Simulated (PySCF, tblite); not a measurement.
# C₁₆H₇FO₂S₂: electronic excitations, NMR shifts

Aim: compute the electronic excitations, NMR shifts of C₁₆H₇FO₂S₂ (`O=C1/C(=C2\Sc3c(F)cccc3C2=O)Sc2ccccc21`).

Programs: tblite 0.8.0 and PySCF 2.14.0, with routines of our own; each step states its level. All values are computed. Atoms count from 0.

## Step 1: The system as given

28 atoms, charge 0, multiplicity 1; geometry from: force field, distance geometry or constructed start.

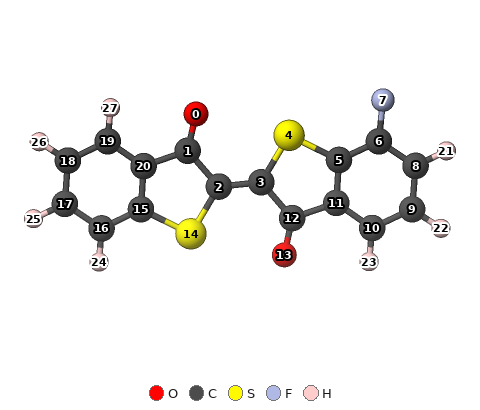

The starting geometry (oxygen red, carbon dark grey, sulfur yellow, fluorine light blue, hydrogen pink).

## Step 2: Geometry optimisation with GFN2-xTB

Job settings and geometry (Å):

```
{"job": {"kind": "relax", "xc": "GFN2-xTB", "basis": "xTB"}, "charge": 0, "multiplicity": 1}
O     -1.636400     0.488300    -1.874300
C     -1.762300     0.161300    -0.712800
C     -0.654200    -0.070500     0.298000
C      0.653600     0.070900     0.035300
S      1.348500     0.529500    -1.497300
C      2.996900     0.438400    -0.889500
C      4.173600     0.691100    -1.584200
F      4.147400     1.050900    -2.869900
C      5.409900     0.567600    -0.939200
C      5.462700     0.195100     0.411500
C      4.286000    -0.059000     1.113000
C      3.070300     0.068100     0.446700
C      1.749600    -0.159700     1.049500
O      1.640300    -0.492400     2.208800
S     -1.353800    -0.527700     1.841400
C     -3.004500    -0.440800     1.234400
C     -4.162500    -0.695800     1.946200
C     -5.399300    -0.580500     1.298700
C     -5.464900    -0.201600    -0.047600
C     -4.292000     0.053900    -0.763700
C     -3.080200    -0.068700    -0.104700
H      6.318100     0.770500    -1.495400
H      6.432200     0.108200     0.913700
H      4.311700    -0.353100     2.160800
H     -4.118500    -0.985000     2.992400
H     -6.322400    -0.775800     1.852100
H     -6.430600    -0.110900    -0.541100
H     -4.331800     0.344000    -1.811500
```

Run with:

```bash
> OMP_NUM_THREADS=1 python large_run.py task.json out
```

This one command runs all jobs of the session in turn.

Log:

```text
step      E/eV     max force
  0   -1555.48315    1.678
  1   -1555.57324    0.844
  2   -1555.61743    0.634
  3   -1555.65251    0.540
  4   -1555.67098    0.500
  5   -1555.69911    0.411
  6   -1555.72635    0.365
  7   -1555.73938    0.307
  8   -1555.75067    0.237
  9   -1555.76067    0.240
 10   -1555.77029    0.227
 11   -1555.77744    0.238
 12   -1555.78288    0.182
 13   -1555.78739    0.139
 14   -1555.79157    0.136
 15   -1555.79539    0.162
 16   -1555.79823    0.143
 17   -1555.80009    0.084
 18   -1555.80106    0.058
 19   -1555.80158    0.052
 20   -1555.80187    0.039
 21   -1555.80201    0.022
 22   -1555.80206    0.014
```

It took 0.52 s on 1 thread of Arm Neoverse V1, shared host; peak memory 0.19 GiB.

The steps of the relaxation:

```
step  energy from step 0 (eV)  largest force (eV/Å)
   0                   0.0000                1.6789
   1                  -0.0901                0.8442
   2                  -0.1343                0.6335
   3                  -0.1694                0.5403
   4                  -0.1878                0.5002
   5                  -0.2160                0.4115
   6                  -0.2432                0.3649
   7                  -0.2562                0.3064
   8                  -0.2675                0.2363
   9                  -0.2775                0.2405
  10                  -0.2871                0.2265
  11                  -0.2943                0.2373
  12                  -0.2997                0.1823
  13                  -0.3042                0.1400
  14                  -0.3084                0.1362
  15                  -0.3122                0.1615
  16                  -0.3151                0.1430
  17                  -0.3169                0.0848
  18                  -0.3179                0.0578
  19                  -0.3184                0.0514
  20                  -0.3187                0.0382
  21                  -0.3189                0.0222
  22                  -0.3189                0.0136
```

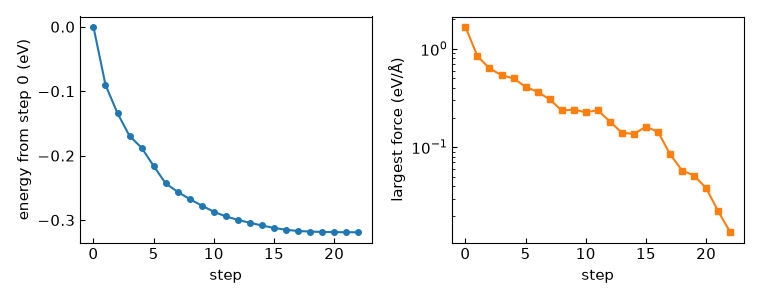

Energy and force, step by step.

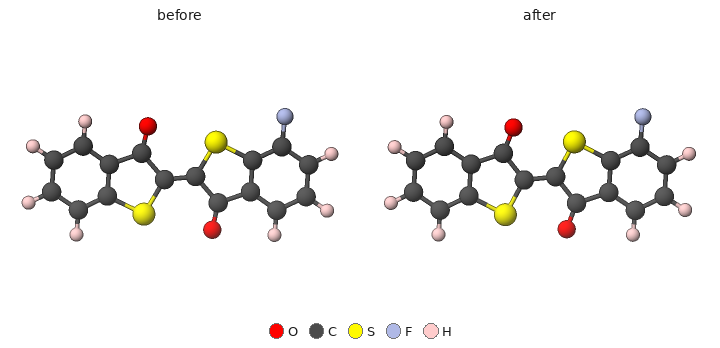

The geometry before (left) and after (right).

Close pairs (by a distance rule), those that changed most:

| bond | before (Å) | after (Å) | change (Å) |
| --- | --- | --- | --- |
| C1–C2 | 1.518 | 1.476 | -0.041 |
| C3–C12 | 1.511 | 1.472 | -0.039 |
| C2–S14 | 1.755 | 1.724 | -0.031 |
| C9–H22 | 1.095 | 1.079 | -0.017 |
| C3–S4 | 1.744 | 1.728 | -0.016 |
| C18–C19 | 1.398 | 1.383 | -0.015 |
| C2–C3 | 1.341 | 1.356 | +0.014 |
| C6–C8 | 1.400 | 1.386 | -0.014 |

The next job starts from the end point, and lists it.

## Step 3: Infrared spectrum with GFN2-xTB

Job settings and geometry (Å):

```
{"job": {"kind": "ir", "xc": "GFN2-xTB", "basis": "xTB"}, "charge": 0, "multiplicity": 1}
O     -1.393271     0.497111    -1.855647
C     -1.689930     0.167593    -0.723139
C     -0.661935    -0.070887     0.309220
C      0.658878     0.068415     0.036390
S      1.275486     0.529449    -1.510627
C      2.922948     0.432168    -0.876266
C      4.097505     0.682144    -1.566067
F      4.060113     1.041951    -2.860266
C      5.324713     0.565209    -0.933591
C      5.387031     0.194253     0.402899
C      4.227713    -0.060367     1.112302
C      3.001263     0.059506     0.471692
C      1.684962    -0.169574     1.064929
O      1.400290    -0.500488     2.200178
S     -1.285639    -0.530060     1.849547
C     -2.938284    -0.433255     1.216994
C     -4.089193    -0.689854     1.936926
C     -5.313069    -0.570487     1.295151
C     -5.388178    -0.200850    -0.042163
C     -4.236175     0.056159    -0.762881
C     -3.004237    -0.060571    -0.130706
H      6.221317     0.767641    -1.498326
H      6.347344     0.105763     0.885850
H      4.250320    -0.349951     2.151208
H     -4.030263    -0.976682     2.974832
H     -6.220418    -0.768442     1.846142
H     -6.351446    -0.114208    -0.520790
H     -4.270387     0.344726    -1.802331
```

Log:

```text
mode    cm-1     km/mol
  1      28.0      1.80
  2      40.4      2.71
  3      58.0      0.04
  4      85.2      0.01
  5     109.8      3.27
  6     139.8      6.42
  7     165.5      2.61
  8     188.1      0.01
  9     192.7      1.92
 10     211.9      0.01
 11     241.7      5.90
 12     247.0      2.89
 13     258.5      2.30
 14     292.5      0.05
 15     342.6      2.55
 16     365.8      0.08
 17     410.3      0.67
 18     412.8      6.39
 19     429.2     17.12
 20     461.8      2.45
 21     464.9      0.62
 22     467.4      3.79
 23     495.8     18.77
 24     510.6      0.60
 25     523.8      1.34
 26     529.5     17.98
 27     559.6      4.41
 28     611.6      2.06
 29     638.9      1.57
 30     641.3      5.62
 31     678.3     19.46
 32     702.1      0.63
 33     712.4      1.20
 34     718.1     45.64
 35     748.0     21.27
 36     782.3     11.11
 37     806.4     27.56
 38     862.4      3.77
 39     880.7      0.12
 40     896.5      0.82
 41     915.9      4.12
 42     916.6    129.53
 43     917.6      0.33
 44     927.5      0.07
 45     980.8    100.53
 46    1034.7      3.26
 47    1048.0      1.83
 48    1070.2      0.08
 49    1103.8    107.42
 50    1117.9    303.82
 51    1138.8      5.42
 52    1139.8     12.92
 53    1167.3      2.18
 54    1177.3     22.46
 55    1212.1     20.84
 56    1223.7     40.87
 57    1248.5     54.21
 58    1257.4    208.80
 59    1329.9     35.04
 60    1330.6     68.69
 61    1392.8     18.73
 62    1413.5     33.74
 63    1436.4     27.35
 64    1453.3     74.37
 65    1527.6      4.25
 66    1568.7     60.88
 67    1571.1     88.30
 68    1573.5     23.35
 69    1575.4     31.81
 70    1674.7    375.51
 71    1691.5      1.26
 72    3086.8      8.23
 73    3095.4     14.57
 74    3100.2      3.37
 75    3103.9     25.00
 76    3107.6     18.10
 77    3108.0      3.97
 78    3113.8     14.82
```

It took 3.2 s on 1 thread of Arm Neoverse V1, shared host; peak memory 0.19 GiB.

Which atoms move in the most intense modes:

| cm⁻¹ | km/mol | atoms |
| --- | --- | --- |
| 917 | 129.5 | C2 34 %, C3 27 % |
| 981 | 100.5 | C5 15 %, F7 12 %, C3 11 % |
| 1104 | 107.4 | H23 23 %, H21 22 % |
| 1118 | 303.8 | C2 19 %, H23 15 %, C1 12 %, C12 10 % |
| 1257 | 208.8 | C11 32 %, C6 23 %, C12 12 %, C9 10 % |
| 1453 | 74.4 | C6 20 %, C9 16 %, C11 16 %, C8 13 % |
| 1571 | 88.3 | C10 27 %, C6 19 %, C11 15 %, C8 11 % |
| 1675 | 375.5 | C12 34 %, C1 28 %, O13 20 %, O0 16 % |

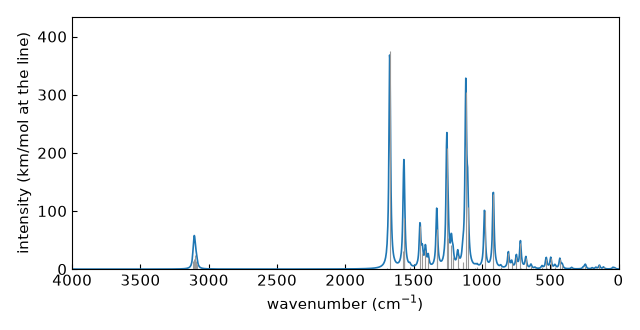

The infrared spectrum from these modes, unscaled. Lines are broadened to a width of 14 cm⁻¹ (Lorentzian).

## Step 4: Electronic excitations: TDA PBE0/6-31G*

The job, as its differences from that of step 3:

```diff
@@ -1,2 +1,2 @@
-{"job": {"kind": "ir", "xc": "GFN2-xTB", "basis": "xTB"}, "charge": 0, "multiplicity": 1}
+{"job": {"kind": "uv", "basis": "6-31G*", "grid": 1, "kgrid": 0, "vcut": 1.5, "nstates": 8, "ntriplets": 3, "tda": true, "delta": ["ip_vertical", "ea_vertical"], "pop": true, "xc": "PBE0"}, "charge": 0, "multiplicity": 1}
 O     -1.393271     0.497111    -1.855647
```

Method: TDA PBE0/6-31G*, vertical, gas phase, core orbitals frozen in the response, virtual orbitals cut by energy.

Log:

```text
start: PBE on a coarse grid of 26970 points
cycle   1  E = -1659.1162993104  dE =  4.109e+00  |g| = 1.273e+00  |ddm| = 6.775e+00
cycle   2  E = -1655.2525148843  dE =  3.864e+00  |g| = 3.973e+00  |ddm| = 6.576e+00
cycle   3  E = -1659.2902481286  dE = -4.038e+00  |g| = 7.978e-01  |ddm| = 5.967e+00
cycle   4  E = -1659.4354586620  dE = -1.452e-01  |g| = 3.356e-01  |ddm| = 1.336e+00
cycle   5  E = -1659.4563442568  dE = -2.089e-02  |g| = 1.446e-01  |ddm| = 5.029e-01
cycle   6  E = -1659.4616967804  dE = -5.353e-03  |g| = 7.022e-02  |ddm| = 2.694e-01
cycle   7  E = -1659.4628289136  dE = -1.132e-03  |g| = 3.359e-02  |ddm| = 1.279e-01
cycle   8  E = -1659.4631013149  dE = -2.724e-04  |g| = 1.660e-02  |ddm| = 6.429e-02
cycle   9  E = -1659.4631812572  dE = -7.994e-05  |g| = 4.877e-03  |ddm| = 2.544e-02
final grid: 119031 points
cycle  10  E = -1659.3142844205  dE = -9.796e-03  |g| = 1.071e-01  |ddm| = 9.276e-01
cycle  11  E = -1659.3069164148  dE =  7.368e-03  |g| = 2.174e-01  |ddm| = 3.349e-01
cycle  12  E = -1659.3168004749  dE = -9.884e-03  |g| = 2.479e-02  |ddm| = 2.396e-01
cycle  13  E = -1659.3169241608  dE = -1.237e-04  |g| = 6.182e-03  |ddm| = 3.142e-02
cycle  14  E = -1659.3169335206  dE = -9.360e-06  |g| = 1.854e-03  |ddm| = 8.988e-03
cycle  15  E = -1659.3169367542  dE = -3.234e-06  |g| = 8.175e-04  |ddm| = 3.603e-03
cycle  16  E = -1659.3169390458  dE = -2.292e-06  |g| = 2.682e-04  |ddm| = 1.297e-03
cycle  17  E = -1659.3169337658  dE =  5.280e-06  |g| = 7.459e-05  |ddm| = 3.512e-04
converged SCF energy = -1659.3169337658
Vertical ionisation energy (delta-SCF) = 7.4805 eV   <S^2> = 0.771
Vertical electron affinity (delta-SCF) = 1.7443 eV   <S^2> = 0.766

Static polarisability (au): isotropic 232.580, principal 69.943 198.644 429.155

Singlet excitations
state   eV       nm        f      main configurations
  1   2.6456    468.6   0.35600   H->L 0.93
  2   2.9408    421.6   0.00016   H-1->L 0.98
  3   2.9852    415.3   0.00000   H-2->L 0.96
  4   3.2060    386.7   0.00000   H-5->L 0.95
  5   3.9633    312.8   0.03023   H-3->L 0.90
  6   4.0815    303.8   0.10142   H-4->L 0.59, H->L+1 0.32
  7   4.1699    297.3   0.07996   H->L+1 0.60, H-4->L 0.32
  8   4.3434    285.5   0.19225   H-6->L 0.89

Triplet excitations (Tamm-Dancoff, eV): 1.5401 2.5821 2.6151
```

Run time: 98 s. Hardware: 1 thread of Arm Neoverse V1, shared host; peak memory 0.64 GiB.

The orbitals next to the gap, with their largest atomic shares:

```
orbital     eV                         atoms
 HOMO−4  -7.81  C16 22 %, C20 22 %, C17 21 %
 HOMO−3  -7.63   C10 22 %, C8 20 %, C11 19 %
 HOMO−2  -7.52    O0 29 %, O13 23 %, S14 7 %
 HOMO−1  -6.94   S14 16 %, S4 15 %, C18 11 %
   HOMO  -6.12     S4 25 %, S14 24 %, C3 7 %
   LUMO  -3.10    O13 13 %, O0 12 %, C2 11 %
 LUMO+1  -1.33    C17 10 %, C8 10 %, C19 9 %
 LUMO+2  -0.35  C15 23 %, C18 22 %, C16 21 %
 LUMO+3  -0.30    C9 29 %, C5 23 %, C10 18 %
```

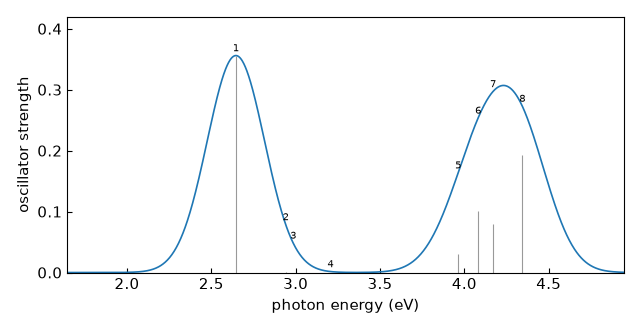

Absorption spectrum from the 8 singlet states computed; above the last one it falls off for lack of states. Lines are broadened to a width of 0.40 eV (Gaussian).

Further results of this job:

```csv
property,computed
dipole moment (D),1.44
polarisability (Å³),34.46
HOMO–LUMO gap (eV),3.03
−ε(HOMO) (eV),6.12
```

## Step 5: NMR shifts: GIAO OPBE/pcSseg-1

The job, as its differences from that of step 4:

```diff
@@ -1,2 +1,2 @@
-{"job": {"kind": "uv", "basis": "6-31G*", "grid": 1, "kgrid": 0, "vcut": 1.5, "nstates": 8, "ntriplets": 3, "tda": true, "delta": ["ip_vertical", "ea_vertical"], "pop": true, "xc": "PBE0"}, "charge": 0, "multiplicity": 1}
+{"job": {"kind": "nmr", "basis": "pcSseg-1", "pop": false, "xc": "OPBE"}, "charge": 0, "multiplicity": 1}
 O     -1.393271     0.497111    -1.855647
```

Method: GIAO OPBE/pcSseg-1 NMR shielding, non-relativistic, gas phase.

Log:

```text
start: PBE on a coarse grid of 26970 points
cycle   1  E = -1658.6207574777  dE =  4.065e+00  |g| = 1.282e+00  |ddm| = 6.695e+00
cycle   2  E = -1654.8534017662  dE =  3.767e+00  |g| = 3.963e+00  |ddm| = 7.961e+00
cycle   3  E = -1658.7830660300  dE = -3.930e+00  |g| = 8.011e-01  |ddm| = 7.309e+00
cycle   4  E = -1658.9257920746  dE = -1.427e-01  |g| = 3.320e-01  |ddm| = 1.441e+00
cycle   5  E = -1658.9435209724  dE = -1.773e-02  |g| = 1.680e-01  |ddm| = 5.694e-01
cycle   6  E = -1658.9496762167  dE = -6.155e-03  |g| = 9.281e-02  |ddm| = 3.275e-01
cycle   7  E = -1658.9517502661  dE = -2.074e-03  |g| = 3.969e-02  |ddm| = 1.660e-01
cycle   8  E = -1658.9521396165  dE = -3.894e-04  |g| = 1.638e-02  |ddm| = 6.739e-02
cycle   9  E = -1658.9522136425  dE = -7.403e-05  |g| = 4.896e-03  |ddm| = 2.404e-02
final grid: 250127 points
cycle  10  E = -1660.0384471905  dE = -2.670e-02  |g| = 8.336e-02  |ddm| = 9.824e-01
cycle  11  E = -1660.0331773428  dE =  5.270e-03  |g| = 1.711e-01  |ddm| = 2.790e-01
cycle  12  E = -1660.0391459588  dE = -5.969e-03  |g| = 5.102e-02  |ddm| = 2.544e-01
cycle  13  E = -1660.0396225510  dE = -4.766e-04  |g| = 1.837e-02  |ddm| = 8.169e-02
cycle  14  E = -1660.0396930960  dE = -7.055e-05  |g| = 8.160e-03  |ddm| = 3.167e-02
cycle  15  E = -1660.0397063676  dE = -1.327e-05  |g| = 4.376e-03  |ddm| = 1.617e-02
cycle  16  E = -1660.0397104309  dE = -4.063e-06  |g| = 1.186e-03  |ddm| = 7.239e-03
cycle  17  E = -1660.0397103909  dE =  4.002e-08  |g| = 3.918e-04  |ddm| = 1.989e-03
cycle  18  E = -1660.0397120779  dE = -1.687e-06  |g| = 1.303e-04  |ddm| = 7.328e-04
cycle  19  E = -1660.0397130135  dE = -9.355e-07  |g| = 4.159e-05  |ddm| = 2.186e-04
converged SCF energy = -1660.0397130135

GIAO shielding tensors (ppm)
atom      isotropic    diamagn.    paramagn.     s11        s22        s33       span
  0 O     -227.964     403.173    -631.138   -751.400   -280.140    347.646   1099.046
  1 C        5.663     246.520    -240.857    -58.790      9.262     66.516    125.305
  2 C       56.306     265.172    -208.866     -3.863     39.733    133.048    136.911
  3 C       58.164     264.865    -206.701     -0.873     41.133    134.232    135.106
  4 S      368.683    1058.161    -689.478    160.298    465.585    480.166    319.868
  5 C       51.620     268.951    -217.331      7.831     10.964    136.065    128.234
  6 C       27.550     242.615    -215.065    -35.278     37.060     80.869    116.147
  7 F      270.512     476.949    -206.436    186.083    260.860    364.594    178.511
  8 C       67.842     256.532    -188.690    -10.293     50.928    162.891    173.185
  9 C       62.506     256.169    -193.663    -30.195     46.607    171.106    201.302
 10 C       66.409     236.213    -169.804    -25.025     43.113    181.138    206.162
 11 C       58.838     258.522    -199.684    -17.556     38.461    155.611    173.167
 12 C        6.460     246.708    -240.248    -58.454     11.085     66.749    125.202
 13 O     -226.936     402.080    -629.016   -749.303   -280.259    348.755   1098.059
 14 S      355.037    1058.166    -703.129    158.275    442.607    464.229    305.954
 15 C       37.275     267.094    -229.819    -26.153      2.024    135.954    162.106
 16 C       64.778     243.479    -178.702    -26.220     50.243    170.310    196.530
 17 C       55.801     250.658    -194.858    -43.047     37.779    172.670    215.718
 18 C       63.722     252.614    -188.892    -32.928     47.677    176.417    209.345
 19 C       61.398     236.689    -175.291    -32.063     36.640    179.617    211.679
 20 C       62.120     259.212    -197.092    -17.896     40.184    164.072    181.967
 21 H       24.285      26.082      -1.797     20.805     24.798     27.252      6.447
 22 H       24.179      27.118      -2.939     20.626     25.465     26.446      5.820
 23 H       23.601      31.629      -8.028     19.417     24.080     27.305      7.888
 24 H       23.948      32.142      -8.194     19.793     23.606     28.444      8.651
 25 H       23.937      26.622      -2.684     20.702     24.478     26.632      5.930
 26 H       24.136      26.873      -2.737     20.776     24.967     26.665      5.889
 27 H       23.371      31.413      -8.042     19.207     23.471     27.434      8.227
```

It took 37 s on 1 thread of Arm Neoverse V1, shared host; peak memory 0.59 GiB.

The references, computed at this level on geometries of the same kind, shield at (ppm): 1H TMS 31.67, 13C TMS 187.5, 19F CFCl3 149.1, 17O H2O 333.6. Their shielding less the atom's gives the shift. The references are single molecules in the gas phase, so shifts against H2O, NH3, PH3, H3PO4 or CFCl3 are not on the usual liquid scales and can be off by tens of ppm.

| atoms | environment | σ (ppm) | δ (ppm) |
| --- | --- | --- | --- |
| C1 | ketone carbonyl carbon | 5.7 | 181.8 |
| C12 | ketone carbonyl carbon | 6.5 | 181.0 |
| C6 | aromatic carbon bearing fluorine | 27.6 | 160.0 |
| C15 | aromatic carbon bearing sulfur | 37.3 | 150.2 |
| C5 | aromatic carbon bearing sulfur | 51.6 | 135.9 |
| C17 | aromatic CH | 55.8 | 131.7 |
| C2 | β carbon of a C=C–C=O unit | 56.3 | 131.2 |
| C3 | β carbon of a C=C–C=O unit | 58.2 | 129.3 |
| C11 | substituted aromatic carbon | 58.8 | 128.7 |
| C19 | aromatic CH | 61.4 | 126.1 |
| C20 | substituted aromatic carbon | 62.1 | 125.4 |
| C9 | aromatic CH | 62.5 | 125.0 |
| C18 | aromatic CH | 63.7 | 123.8 |
| C16 | aromatic CH | 64.8 | 122.7 |
| C10 | aromatic CH | 66.4 | 121.1 |
| C8 | aromatic CH | 67.8 | 119.7 |
| H27 | hydrogen on an aromatic CH | 23.37 | 8.30 |
| H23 | hydrogen on an aromatic CH | 23.60 | 8.07 |
| H25 | hydrogen on an aromatic CH | 23.94 | 7.73 |
| H24 | hydrogen on an aromatic CH | 23.95 | 7.72 |
| H26 | hydrogen on an aromatic CH | 24.14 | 7.54 |
| H22 | hydrogen on an aromatic CH | 24.18 | 7.49 |
| H21 | hydrogen on an aromatic CH | 24.29 | 7.39 |
| O0 | ketone oxygen | -228.0 | 561.6 |
| O13 | ketone oxygen | -226.9 | 560.6 |
| S14 | sulfide sulfur | 355 | – |
| S4 | sulfide sulfur | 369 | – |
| F7 | aryl fluorine | 270.5 | -121.4 |

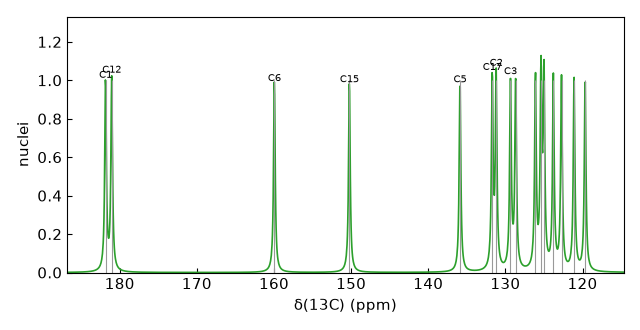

13C lines at the computed shifts, without couplings. Lines are broadened to a width of 0.25 ppm (Lorentzian).

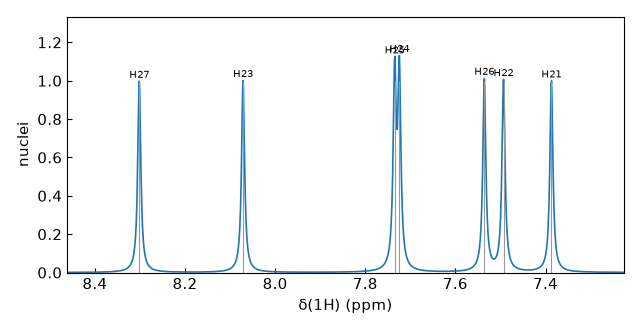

1H lines at the computed shifts, without couplings. Lines are broadened to a width of 0.01 ppm (Lorentzian).

Ring of atoms C1, C2, S14, C15, C20: NICS(0) 1.4, NICS(1) -1.9, NICS(1)zz 2.4 ppm (means of both faces).

Ring of atoms C3, S4, C5, C11, C12: NICS(0) 0.8, NICS(1) -2.1, NICS(1)zz 1.9 ppm (means of both faces).

Ring of atoms C5, C6, C8, C9, C10, C11: NICS(0) -8.1, NICS(1) -9.3, NICS(1)zz -20.9 ppm (means of both faces).

## Step 6: Results

```
                                 quantity                                                                                                          value
strongest single infrared mode (GFN2-xTB)                                                                                          1675 cm⁻¹, 376 km/mol
             zero-point energy (GFN2-xTB)                                                                                                 112.6 kcal/mol
             lowest singlet (PBE0/6-31G*)                                                                                    2.65 eV (469 nm), f = 0.356
                           lowest triplet                                                                                                        1.54 eV
        vertical ionisation energy (ΔSCF)                                                                                                        7.48 eV
        vertical electron affinity (ΔSCF)                                                                                                        1.74 eV
   13C shifts against TMS (OPBE/pcSseg-1)  181.8, 181.0, 160.0, 150.2, 135.9, 131.7, 131.2, 129.3, 128.7, 126.1, 125.4, 125.0, 123.8, 122.7 ppm and more
    1H shifts against TMS (OPBE/pcSseg-1)                                                                   8.30, 8.07, 7.73, 7.72, 7.54, 7.49, 7.39 ppm
   17O shifts against H2O (OPBE/pcSseg-1)                                                                                               561.6, 560.6 ppm
 19F shifts against CFCl3 (OPBE/pcSseg-1)                                                                                                     -121.4 ppm
          shieldings of S (OPBE/pcSseg-1)                                                                                        S14 355.0, S4 368.7 ppm
```

No mode is imaginary among the 78: a minimum at this level. The strongest single mode, at 1675 cm⁻¹, is spread over several atoms, C12, C1, O13, O0 among them. GFN2-xTB is a fitted tight-binding method: band positions and strengths are rough. Its intensities can rank the bands wrongly. The lowest singlet, at 2.65 eV, is HOMO→LUMO 0.93 and is bright. State 1 absorbs in the visible (469 nm). The lowest triplet lies 1.11 eV below the lowest singlet. ΔSCF puts the ionisation energy at 7.48 eV, 1.36 eV above −ε(HOMO). NICS(1)zz of -21 ppm above the planar ring from C5 marks a diatropic (aromatic) ring current.
